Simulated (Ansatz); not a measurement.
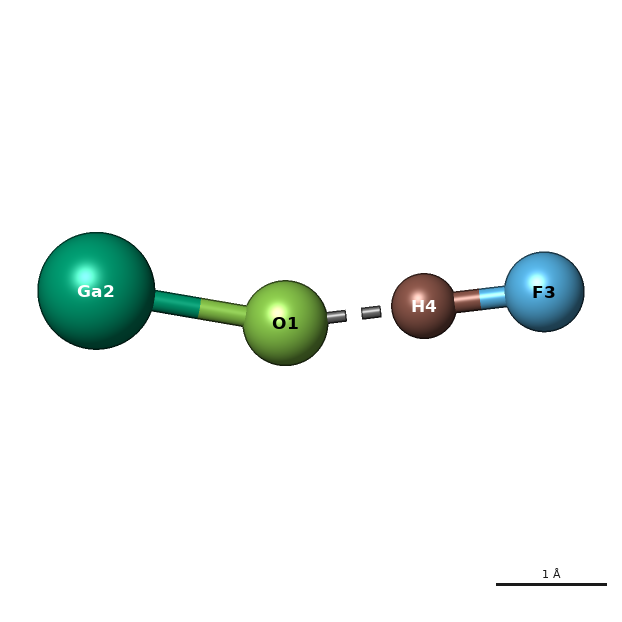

Broken lines mark hydrogen bonds. State: charge −1, singlet. The computed structure is the end point of a PBE-D4/def2-SVPD optimisation. No frequency run is at hand to confirm it as a minimum.

Tabulate the hydrogen bonds (donors O, N, F, S, Cl) with their geometry.

| D–H···A | D–H (Å) | H···A (Å) | angle (°) | kind |
| --- | --- | --- | --- | --- |
| F3–H4···O1 | 1.10 | 1.28 | 180 | intermolecular |
